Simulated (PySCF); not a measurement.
AlC (quartet)

```yaml
atoms:
  - { symbol: Al, position_ang: [0.0000, 0.0000, -0.6061] }
  - { symbol: C, position_ang: [0.0000, 0.0000, 1.3629] }
```

Theory: PBE0/x2c-TZVPPall, spin-free X2C-1e, Gaussian nucleus, at a bond length of 1.969 Å (PySCF 2.14.0).

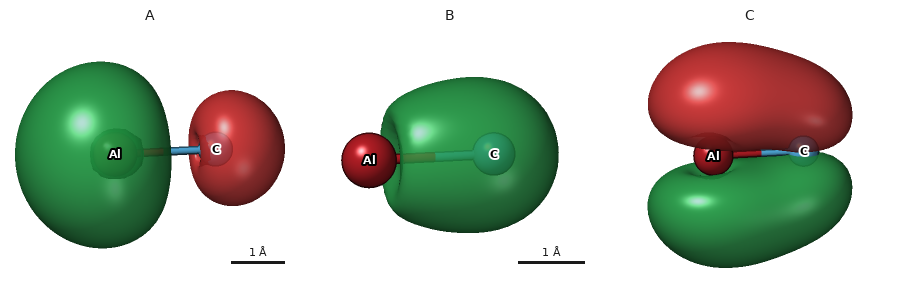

Figure 1. Three frontier β-spin orbitals, each drawn at the value that holds 80 % of its norm (green and red are the two phases), in no order; of a degenerate pair one member is drawn.

Q: Name the orbitals and rank them from lowest to highest energy.

A: Orbital B: σ, occupied in this spin, −13.49 eV; mainly on C (75 %).
Orbital A: σ, occupied in this spin, −7.43 eV; mainly on Al (80 %).
Orbital C: π, empty in this spin, −2.65 eV; bonding, with no node between the atoms.

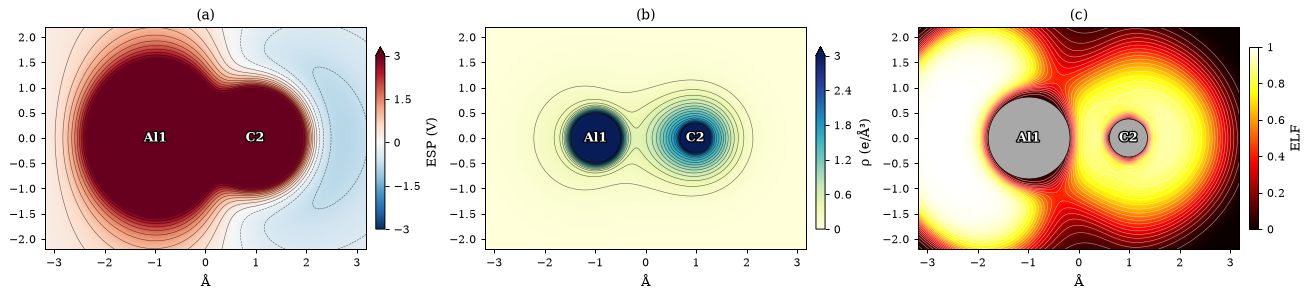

Figure 2. (a) molecular electrostatic potential; (b) electron density; (c) electron localisation function on a plane that holds the molecular axis. Grey discs cover the atomic cores in the ELF map.

Q: What do the fields say about this system?

A: Atoms in the plane: Al and C.
C–Al (1.97 Å): the density is about 0.58 e/Å³ at the midpoint; the ELF peaks at about 0.90 in the valence shell of C, 0.7 Å from its nucleus, and is about 0.70 at the midpoint.
The ELF also peaks beside C2, away from the bonds: non-bonding electrons, paired or unpaired.
Outside the dense part of the molecule the potential is most negative (−0.8 V) near C2.

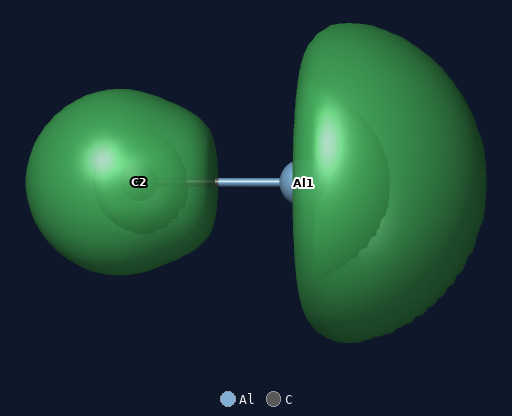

Figure 3. Isosurface of the ELF at 0.8 (green), seen from one side. Only the valence region is drawn (cores and ρ < 0.01 e/Å³ removed).

Q: Identify the bonds, lone pairs and shells in this picture.

A: At this value the surface marks out one lobe on Al, pointing away from the bonds (non-bonding electrons) and one region wrapped around C (its valence shell).

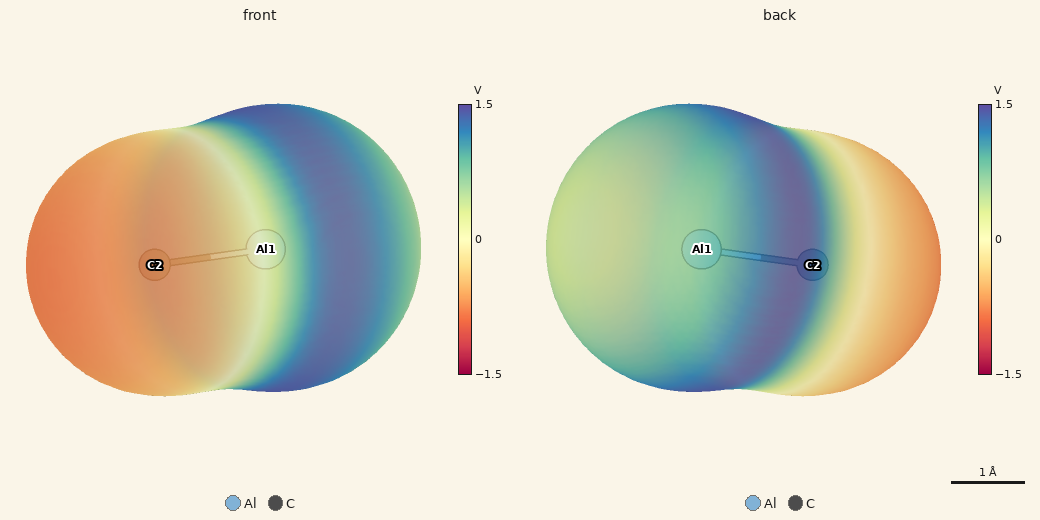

Figure 4. The electrostatic potential painted on the density surface at 0.002 e/bohr³, seen from the front and from behind; red is negative and blue positive.

Q: Describe the electrostatic potential map.

A: The most negative region (about −0.8 V, or −18 kcal/mol for a unit charge) lies over C2, the most positive (about +1.4 V, or +32 kcal/mol for a unit charge) over Al1.
